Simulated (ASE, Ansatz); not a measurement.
**Twisted Ti2CO2 MXene bilayer, 9.43° (370 atoms): support functions against a reference**

Aim: test how closely localised support functions follow the reference on twisted Ti2CO2 MXene bilayer, 9.43° (370 atoms), and at what cost. A setting counts as converged where the r.m.s. difference of forces stays under 1 % of the r.m.s. force.

Program: Ansatz 0.2.0. Level of theory: Kohn-Sham DFT, PBE+D4, PAW (set soft_2), plane waves. Results are calculated unless marked as measured.

**1. The structure**

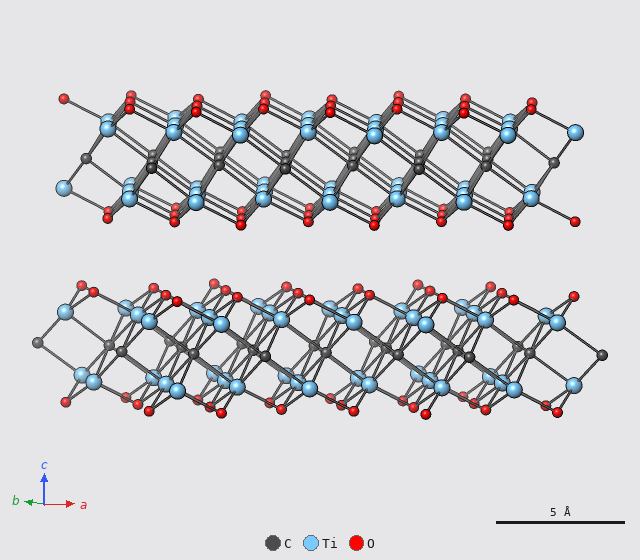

The starting structure, seen in part (carbon dark grey, titanium blue, oxygen red). Drawn is a slice 9 Å thick, seen along the normal of the ac plane.

The cell holds 370 atoms: 74 C, 148 Ti and 148 O. Cell: a = 18.431 Å, b = 18.431 Å, c = 23.860 Å, α = 90.0°, β = 90.0°, γ = 120.0°. It derives from Ti2CO2 (Ti2CO2 MXene). Ti2CO2 MXene (a = 3.03 Å) under Ti2CO2 MXene (a = 3.03 Å), bilayer, commensurate cell of 37 unit cells a layer, twist 9.43 deg; facing planes 2.98 Å apart; 12 Å of vacuum; layers as built, displaced by a Gaussian of 0.01 Å. Regions: layer 1, 185 atoms (37 C, 74 Ti and 74 O); layer 2, 185 atoms (37 C, 74 Ti and 74 O). Vacuum lies along c.

What the set-up can't give: Beside vacuum, support functions can miss their usual error bounds without a warning. The main run has no spin polarisation, so moments on Ti can't form in it, and no Hubbard term. Only the Γ point is sampled, in a cell whose shortest periodic width is 16 Å.

**2. Plane-wave single point**

This run is the reference for what follows, at a cutoff of 420 eV.

input.yaml reads:

```yaml
crystal:
  lattice:
    - [18.4308, 0.0, 0.0]
    - [-9.2154, 15.96154, 0.0]
    - [0.0, 0.0, 23.86]
  atoms:
    - { symbol: C, position: [0.02663, 0.72936, 0.34428] }
    - { symbol: Ti, position: [0.11733, 0.8295, 0.39918] }
    - { symbol: Ti, position: [0.1263, 0.73836, 0.28976] }
    - { symbol: O, position: [0.12542, 0.73824, 0.43755] }
    - { symbol: O, position: [0.11757, 0.82841, 0.25178] }
    - { symbol: C, position: [0.10771, 0.91853, 0.345] }
    - { symbol: Ti, position: [0.1981, 0.01775, 0.39956] }
    - { symbol: Ti, position: [0.20724, 0.92912, 0.28894] }
    - { symbol: O, position: [0.20709, 0.92735, 0.43747] }
    - { symbol: O, position: [0.19884, 0.01831, 0.25132] }
    - { symbol: C, position: [0.05415, 0.45895, 0.34478] }
    - { symbol: Ti, position: [0.14559, 0.55885, 0.39924] }
    - { symbol: Ti, position: [0.15444, 0.46912, 0.2899] }
    - { symbol: O, position: [0.15372, 0.46857, 0.43679] }
    - { symbol: O, position: [0.14412, 0.55757, 0.25156] }
    - { symbol: C, position: [0.13397, 0.64851, 0.34413] }
    - { symbol: Ti, position: [0.22519, 0.74803, 0.39944] }
    - { symbol: Ti, position: [0.23413, 0.65824, 0.28962] }
    - { symbol: O, position: [0.234, 0.65791, 0.43742] }
    - { symbol: O, position: [0.22523, 0.74813, 0.25184] }
    - { symbol: C, position: [0.21537, 0.83717, 0.34519] }
    - { symbol: Ti, position: [0.30662, 0.93691, 0.3994] }
    - { symbol: Ti, position: [0.31344, 0.84563, 0.29015] }
    - { symbol: O, position: [0.31439, 0.84615, 0.43722] }
    - { symbol: O, position: [0.30568, 0.93717, 0.25154] }
    - { symbol: C, position: [0.99969, 0.99951, 0.34456] }
    - { symbol: Ti, position: [0.09042, 0.09861, 0.39878] }
    - { symbol: Ti, position: [0.09922, 0.00913, 0.28995] }
    - { symbol: O, position: [0.09998, 0.01092, 0.43769] }
    - { symbol: O, position: [0.0904, 0.09947, 0.2516] }
    - { symbol: C, position: [0.08132, 0.18884, 0.34422] }
    - { symbol: Ti, position: [0.17086, 0.28711, 0.39869] }
    [... 332 atom lines left out ...]
    - { symbol: O, position: [0.04522, 0.49593, 0.56243] }
    - { symbol: C, position: [0.9184, 0.10795, 0.65531] }
    - { symbol: Ti, position: [0.01783, 0.19814, 0.71094] }
    - { symbol: Ti, position: [0.00918, 0.10007, 0.59995] }
    - { symbol: O, position: [0.00937, 0.09915, 0.74839] }
    - { symbol: O, position: [0.01856, 0.19859, 0.56287] }
kpoints:
  mp_grid: { grid: [1, 1, 1] }
hamiltonian:
  xc: pbe
  dispersion: d4
scf:
  occupations: { method: fermi_dirac, width: 0.05 }
output:
  forces: true
  populations: true
  dos:
    method: { smearing: { sigma: 0.1 } }
    de: 0.1
    projected: { site_lists: { C: [C], O: [O], Ti: [Ti] } }
  eigenvalues: true
```

The run is started by

```bash
$ ansatz run input.yaml --threads 32 --pin off --max-ram 143360MiB --backend cuda --events-out ev --progress --plain --runs-dir out
```

Numbers of over 12 decimals in the logs are rounded to 6 here.

Log:

```text
Engine: ansatz 0.2.0, aarch64-unknown-linux-gnu
Pseudopotentials: kind: paw
Pseudopotential: C, paw, valence charge 4, recommended cutoff 420 eV (normal), C.paw.azcp
Pseudopotential: Ti, paw, valence charge 12, recommended cutoff 420 eV (normal), Ti.paw.azcp
Pseudopotential: O, paw, valence charge 6, recommended cutoff 420 eV (normal), O.paw.azcp
[... 5 lines on functional and potentials left out ...]
device memory: the entry about to start is reckoned to put 29.3 GiB on a device that reports 182.5 GiB free
GPU FFT provider: cuFFT
GPU libraries: cuBLAS 13.8.1, cuFFT 12.4.0, cuSOLVER 12.3.2
GPU matrix products: emulated (plane waves: as basis.precision tells), large ones in fixed point in workspaces of 1.00 GiB
Crystal: 370 atoms, lattice volume = 7019.229 Å³
Basis set: ecut = 420 eV, 137173 PW (Γ), exchange–correlation on 250×250×320 points (8 copies of the dense FFT grid, shifted against one another)
Bands: 1850, of which v1, the nominal top of the filled ones, is band 1480 counted from 1 (1479 counted from 0)
Symmetry: 1 space group operations
Space group: P1 (ITA 1), of the structure as read, at distance tolerance 1.9e-4 Å
k-points: 1
[... 7 lines on functional and potentials left out ...]
Initial density: superposition of atomic densities (neutral atoms: chi_scale 0, normalization atom), corrected by the library's trained network
Initial wavefunctions: pseudopotential atomic-orbital guess
GPU buffer pool allocated for 2500000 grid points (all kernels)
GPU transforms: local potential and band sums: pruned to the plane-wave sphere, on 125×125×160
Functional: x = pbe(κ = 0.804, μ = 0.219515), c = pbe(β = 0.066725)
SCF iter   1: F=—  HF=-472959.112058 eV  |F-HF|=—  |Δ(HF+E_count)|=         —  Δρ=5.33e-3  dr2=3.13e0  ethr=1.77e-3  ⟨swp⟩=7.0  Hψ=7944  notcnv=0
preconditioner: auto → LDOS  [insulator: Δε(μ)=0.429 eV  Ē_g=8.657 eV  σ=0.050 eV  W_gap=0.97  n_scr=1558 (ndim 8)  ℏωp=18.7 eV  f_vac=0.435  D(μ)=5.25/eV (n_scr^D=2)  ε∞_Penn≈5.7  β→1.0]
SCF iter   2: F=—  HF=-472959.724579 eV  |F-HF|=—  |Δ(HF+E_count)|=   6.13e-1  Δρ=8.24e-3  dr2=6.91e0  ethr=1.06e-4  ⟨swp⟩=4.0  Hψ=3977  notcnv=0  defer=155
SCF iter   3: F=—  HF=-472958.659002 eV  |F-HF|=—  |Δ(HF+E_count)|=    1.07e0  Δρ=2.90e-3  dr2=6.53e-1  ethr=1.06e-4  ⟨swp⟩=2.0  Hψ=2650  notcnv=0  defer=155
SCF iter   4: F=—  HF=-472958.558933 eV  |F-HF|=—  |Δ(HF+E_count)|=   1.00e-1  Δρ=3.31e-4  dr2=2.03e-2  ethr=2.21e-5  ⟨swp⟩=2.0  Hψ=2612  notcnv=0  defer=155
SCF iter   5: F=—  HF=-472958.521610 eV  |F-HF|=—  |Δ(HF+E_count)|=   3.73e-2  Δρ=1.61e-4  dr2=2.51e-3  ethr=6.87e-7  ⟨swp⟩=3.0  Hψ=3226  notcnv=0  defer=155
SCF iter   6: F=—  HF=-472958.521450 eV  |F-HF|=—  |Δ(HF+E_count)|=   1.60e-4  Δρ=4.85e-5  dr2=1.90e-4  ethr=8.47e-8  ⟨swp⟩=3.0  Hψ=2611  notcnv=0  defer=155
SCF iter   7: F=—  HF=-472958.530963 eV  |F-HF|=—  |Δ(HF+E_count)|=   9.51e-3  Δρ=1.49e-5  dr2=3.94e-5  ethr=6.42e-9  ⟨swp⟩=2.0  Hψ=2773  notcnv=0  defer=143
SCF iter   8: F=—  HF=-472958.532233 eV  |F-HF|=—  |Δ(HF+E_count)|=   1.27e-3  Δρ=1.02e-5  dr2=2.58e-5  ethr=1.33e-9  ⟨swp⟩=2.0  Hψ=2597  notcnv=0  defer=143
SCF iter   9: F=—  HF=-472958.532233 eV  |F-HF|=—  |Δ(HF+E_count)|=   3.92e-7  Δρ=3.94e-6  dr2=1.25e-5  ethr=8.72e-10  ⟨swp⟩=2.0  Hψ=2444  notcnv=0  defer=143
SCF iter  10: F=—  HF=-472958.532232 eV  |F-HF|=—  |Δ(HF+E_count)|=   6.73e-7  Δρ=3.23e-6  dr2=7.12e-6  ethr=4.21e-10  ⟨swp⟩=2.0  Hψ=2437  notcnv=0  defer=143
SCF iter  11: F=—  HF=-472958.532231 eV  |F-HF|=—  |Δ(HF+E_count)|=   1.01e-6  Δρ=2.38e-6  dr2=1.31e-6  ethr=2.41e-10  ⟨swp⟩=2.0  Hψ=2216  notcnv=0  defer=143
SCF iter  12: F=—  HF=-472958.532231 eV  |F-HF|=—  |Δ(HF+E_count)|=   2.13e-7  Δρ=1.89e-6  dr2=4.11e-7  ethr=4.43e-11  ⟨swp⟩=3.0  Hψ=2459  notcnv=0  defer=143
SCF iter  13: F=-472958.532231 eV  HF=-472958.532231 eV  |F-HF|=2.68e-9  |Δ(HF+E_count)|=   1.41e-8  Δρ=4.75e-7  dr2=1.73e-8  ethr=3.38e-12  ⟨swp⟩=12.0  Hψ=8345  notcnv=0
SCF 1 converged in 13 iterations: F = -472958.532231 eV  dr2 = 1.73e-8
  greatest PAW one-centre occupation: 0.999 electrons in one spin orbital (limit 2), on the Ti atom at site 202 (counted from 0), in its partial waves of l = 0
SCF converged after 13 iterations
Free energy (F): -472958.532231 eV
Harris-Foulkes:  -472958.532231 eV  (|F-HF|=2.68e-9)
Internal energy: -472958.426744 eV  (E = F + TS)
E sigma→0 (E₀):  -472958.479488 eV
Entropy (-TS):   -0.105487 eV (-0.285 meV/atom)
Fermi energy:    4.305287 eV
--- Per-component energies (eV) ---
  E_band       = -47235.832038
  E_kinetic    = 72828.314906
  E_local      = -2046805.110742  (includes V_loc(G=0)·N_el)
  E_nonlocal   = 9654.406950
  E_hartree    = 992144.749623
  E_xc         = -29103.584752
  E_vxc        = -36659.378166  (∫ρ·V_xc dr)
  E_paw        = -185438.102446  (= ΣΔE_a)
  E_vpaw       = -30543.988361  (= ΣTr[D̂ρ^β])
  E_aug_tail   = 0.387077  (compensation charges beyond the density's cutoff)
  E_ewald      = 713829.889376
  E_disp       = -69.376737  (pairwise vdW)
  E_smearing   = -0.105487  (= −TS)
  E_closure    = -0.000000  (closes the sum)
  Σ components = -472958.532231   (vs F -472958.532231, Δ=0.00e0)
--- Forces (eV/Å), atoms counted from 1 ---
[... 370 lines of forces left out ...]
  max |Σ_I F_I| component: 4.65e-5 eV/Å
--- Band table (eV) ---
[... left out ...]
--- Löwdin populations: 370 sites ---
  site symbol       q [e]
[... 370 lines, one an atom, left out ...]
  spilling = 0.003495 (of n_electrons = 2960.000000)
```

Wall time 9 s (1 × NVIDIA GB200 with 32 threads of Arm Neoverse V2, shared host); peak memory 4.1 GiB.

In the SCF lines HF is the Harris–Foulkes energy and dr2 the Hartree energy of the density residual, in eV; the loop may stop once dr2 is under the threshold and the program's other checks hold. Hψ counts applications of the Hamiltonian.

That memory is the host's; the program planned up to 29.3 GiB on the GPU. Forces of this run were stored rounded, and per-atom blocks of the log weren't kept.

Read from the output:

```
free energy                                      : -472958.5322 eV
free energy per atom                             : -1278.2663 eV/atom
SCF cycles                                       : 13
r.m.s. force component                           : 0.1811 eV/Å
longest force                                    : 0.6348 eV/Å
Fermi energy                                     : 4.305 eV
spacing of highest filled and lowest empty level : 0.3825 eV
levels partly filled by over 2 per cent          : 4
spilling of the projection                       : 0.003495
```

Length of the force by element:

| element | coordination | atoms | mean length of the force (eV/Å) | spread | least | most |
| --- | --- | --- | --- | --- | --- | --- |
| C | all | 74 | 0.277 | 0.121 | 0.0855 | 0.611 |
| O | all | 148 | 0.251 | 0.0939 | 0.0361 | 0.501 |
| Ti | all | 148 | 0.330 | 0.140 | 0.035 | 0.635 |

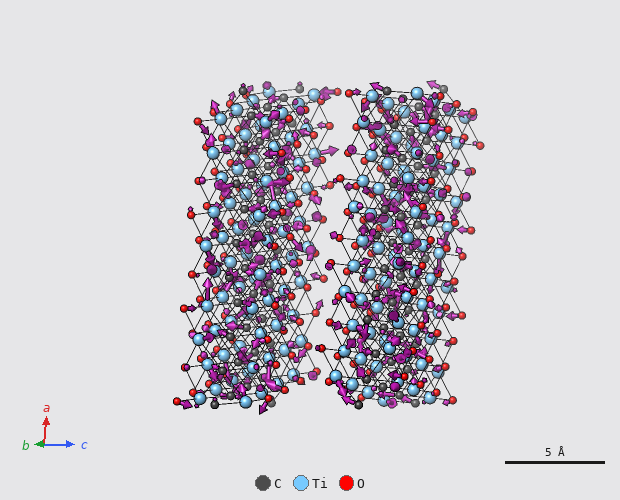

Forces as arrows; the longest in the cell is 0.635 eV/Å. Some periodic images of atoms are drawn too.

Löwdin charges by element (they lack the spilled electrons, 0.028 e an atom on average):

```csv
element,coordination,atoms,mean charge (e),spread,least,most
C,all,74,-0.905,0.0021,-0.913,-0.901
O,all,148,-0.607,0.0053,-0.618,-0.592
Ti,all,148,1.13,0.0039,1.12,1.14
```

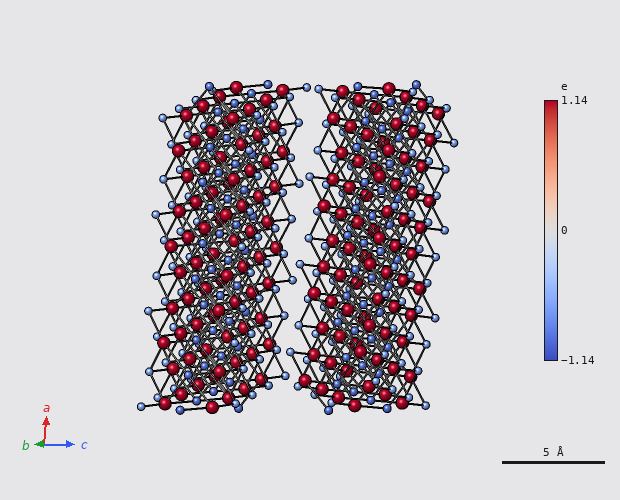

Atoms coloured by Löwdin charge. Some periodic images of atoms are drawn too.

By region:

```csv
region,atoms,mean length of the force (eV/Å)
layer 1,185,0.288
layer 2,185,0.288
```

Density of states as counts of states in windows of 1 eV (from the Fermi level), total and some projections:

```csv
from (eV),to (eV),total,O p,C p
-10,-9,32.2,0.2,0.2
-9,-7,0.0,0.0,0.0
-7,-6,54.7,26.4,8.1
-6,-5,335.9,206.5,26.3
-5,-4,494.3,334.3,36.1
-4,-3,122.2,43.0,36.0
-3,-2,161.2,47.9,65.7
-2,-1,153.4,37.5,65.6
-1,0,10.3,3.4,5.2
0,1,152.4,22.1,4.9
1,2,353.2,21.7,11.9
```

Between -26 and -10 eV lie 412 more states.

The stored curve holds about 1776 of the 2960 electrons; the rest, give or take the few that broadening carries across the Fermi level, lie in deeper levels below its range.

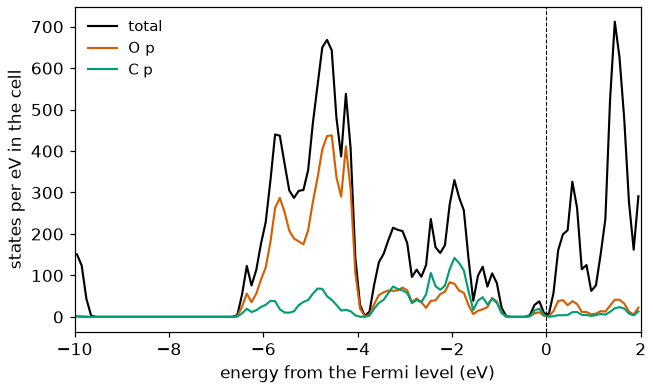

Total and projected density of states, with the broadening of the input.

Not all projections were asked for or kept, so they needn't add up to the total.

The levels nearest the highest filled one (over half full), pooled over k-points and spins:

```csv
level less the highest filled one (eV),occupation
-0.865,2
-0.86,2
-0.0134,1.96
-0.0037,1.95
-0.0011,1.95
0,1.95
0.383,0.034
0.394,0.027
0.411,0.019
0.417,0.017
0.423,0.015
0.433,0.013
```

Mean Löwdin charges: C -0.91, O -0.61, Ti +1.13 e (they miss 0.35 % of the electrons, so they add up to more than the cell's charge).

**3. Local order**

These statistics describe the geometry on which the runs were made.

Normalised to the volume that the atoms fill. g(r), total and by pair (bins of 0.2 Å):

| r (Å) | total | O-O | O-Ti | O-C | Ti-Ti | Ti-C | C-C |
| --- | --- | --- | --- | --- | --- | --- | --- |
| 1.90 | 2.67 | 0.00 | 8.35 | 0.00 | 0.00 | 0.00 | 0.00 |
| 2.10 | 1.95 | 0.00 | 0.14 | 0.00 | 0.00 | 11.90 | 0.00 |
| 2.30 | 0.31 | 0.00 | 0.00 | 0.00 | 0.00 | 1.95 | 0.00 |
| 2.50 | 0.00 | 0.00 | 0.00 | 0.00 | 0.00 | 0.00 | 0.00 |
| 2.70 | 0.05 | 0.00 | 0.00 | 0.33 | 0.00 | 0.00 | 0.00 |
| 2.90 | 1.32 | 0.07 | 0.00 | 7.95 | 0.15 | 0.00 | 0.47 |
| 3.10 | 3.40 | 7.40 | 0.00 | 0.00 | 10.37 | 0.00 | 13.90 |
| 3.30 | 0.04 | 0.25 | 0.00 | 0.00 | 0.00 | 0.00 | 0.00 |
| 3.50 | 0.44 | 0.29 | 1.23 | 0.00 | 0.00 | 0.00 | 0.00 |
| 3.70 | 1.49 | 0.26 | 2.17 | 0.00 | 0.00 | 4.73 | 0.00 |
| 3.90 | 0.07 | 0.22 | 0.11 | 0.00 | 0.00 | 0.00 | 0.00 |
| 4.10 | 0.71 | 0.12 | 0.22 | 3.84 | 0.00 | 0.00 | 0.00 |
| 4.30 | 0.38 | 0.24 | 0.20 | 0.00 | 1.72 | 0.00 | 0.00 |
| 4.50 | 0.09 | 0.24 | 0.17 | 0.00 | 0.01 | 0.00 | 0.00 |
| 4.70 | 2.46 | 1.57 | 6.21 | 0.00 | 0.01 | 1.44 | 0.00 |
| 4.90 | 0.79 | 0.23 | 0.16 | 0.00 | 0.17 | 4.25 | 0.00 |
| 5.10 | 0.91 | 0.10 | 0.19 | 5.01 | 0.17 | 0.00 | 0.02 |
| 5.30 | 1.49 | 2.61 | 0.16 | 0.31 | 4.87 | 0.00 | 4.76 |
| 5.50 | 0.15 | 0.12 | 0.14 | 0.36 | 0.17 | 0.00 | 0.00 |
| 5.70 | 0.32 | 1.22 | 0.18 | 0.30 | 0.15 | 0.00 | 0.00 |
| 5.90 | 0.13 | 0.10 | 0.14 | 0.27 | 0.17 | 0.00 | 0.00 |
| 6.10 | 0.87 | 1.97 | 0.14 | 0.29 | 1.91 | 0.14 | 3.58 |
| 6.30 | 1.26 | 0.49 | 3.38 | 0.25 | 0.11 | 0.26 | 0.00 |
| 6.50 | 0.92 | 1.38 | 0.22 | 0.30 | 0.17 | 3.45 | 0.00 |
| 6.70 | 0.69 | 0.14 | 0.28 | 3.20 | 0.17 | 0.25 | 0.00 |
| 6.90 | 0.50 | 0.10 | 0.51 | 0.25 | 1.49 | 0.26 | 0.00 |
| 7.10 | 0.96 | 0.15 | 1.98 | 0.22 | 0.13 | 1.57 | 0.00 |
| 7.30 | 0.38 | 0.11 | 0.24 | 1.46 | 0.11 | 0.21 | 0.00 |

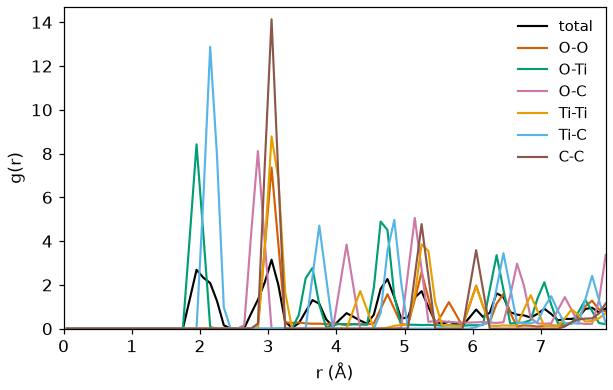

Pair distribution functions, lightly smoothed.

Bonds by pair of elements; cutoffs follow the first minimum of g(r), held within bounds set by covalent radii, and pairs that aren't listed don't count as bonded:

```
pair A-B  cutoff (Å)  bonds  mean length (Å)  spread (Å)  shortest (Å)  B about A  A about B
    O-Ti        2.64    444             1.97       0.014          1.93          3          3
    Ti-C        2.64    444             2.19       0.015          2.14          3          6
```

How many atoms have how many bonded neighbours:

```
element  mean    3    6
      C     6    0   74
      O     3  148    0
     Ti     6    0  148
```

Bond angles (no mean is given where the spread exceeds 20°):

| angle | count | mean (°) | spread (°) |
| --- | --- | --- | --- |
| C-Ti-O | 1332 | - | - |
| Ti-C-Ti | 1110 | - | - |
| O-Ti-O | 444 | 100 | 0.6 |
| C-Ti-C | 444 | 87.8 | 0.5 |
| Ti-O-Ti | 444 | 100 | 0.6 |

By these cutoffs all C atoms have 6, all O atoms have 3 and all Ti atoms have 6 bonded neighbours.

A closer look about O35, picked at random: 13 atoms, nearest first, numbered in the order of the input, with positions taken from that point.

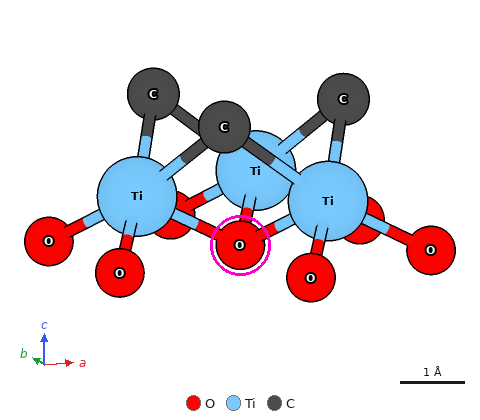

The atoms of the table, within 3.1 Å (arrows a, b, c point along x, y, z); some may hide others; the central atom is ringed.

| atom | x | y | z | distance (Å) | bonds | Löwdin charge (e) | Fx | Fy | Fz (eV/Å) |
| --- | --- | --- | --- | --- | --- | --- | --- | --- | --- |
| O35 | 0.00 | 0.00 | 0.00 | 0.00 | 3 | -0.60 | -0.085 | -0.057 | -0.083 |
| Ti38 | 0.73 | 1.58 | 0.88 | 1.95 | 6 | 1.13 | 0.420 | -0.113 | 0.344 |
| Ti183 | -1.74 | -0.15 | 0.89 | 1.96 | 6 | 1.14 | -0.292 | 0.024 | 0.155 |
| Ti33 | 1.01 | -1.44 | 0.90 | 1.97 | 6 | 1.13 | 0.024 | -0.242 | 0.047 |
| C61 | 1.73 | 0.14 | 2.21 | 2.82 | 6 | -0.91 | 0.043 | -0.118 | -0.104 |
| C31 | -0.74 | -1.60 | 2.20 | 2.82 | 6 | -0.91 | -0.074 | 0.165 | 0.073 |
| C36 | -0.99 | 1.45 | 2.22 | 2.83 | 6 | -0.90 | -0.095 | -0.322 | -0.331 |
| O65 | 2.48 | 1.71 | -0.02 | 3.01 | 3 | -0.61 | 0.110 | 0.074 | 0.234 |
| O40 | -0.24 | 3.00 | -0.02 | 3.01 | 3 | -0.60 | -0.213 | 0.122 | -0.052 |
| O60 | 2.73 | -1.32 | 0.00 | 3.03 | 3 | -0.61 | 0.037 | 0.174 | 0.074 |
| O30 | 0.25 | -3.02 | -0.01 | 3.03 | 3 | -0.61 | -0.004 | -0.050 | 0.243 |
| O185 | -2.75 | 1.29 | -0.02 | 3.04 | 3 | -0.61 | 0.243 | -0.028 | 0.288 |
| O180 | -2.50 | -1.74 | -0.01 | 3.05 | 3 | -0.60 | 0.131 | 0.113 | 0.122 |

The column of bonds counts only the pairs O-Ti within 2.64 Å, Ti-C within 2.64 Å; other neighbours, such as metal atoms beside each other in a compound, aren't counted, and periodic images can show an atom twice.

(Part 1 of 2 ends here.)

[Logs are printed without paths, hosts, clocks, repeated set-up lines and the standing remarks that a program may print on its own settings, such as how far it seeks lower states.]

[Hosts, paths, dates, database ids (printed as entryN), source tags and the programs' standing remarks are cut or masked in the printed files.]
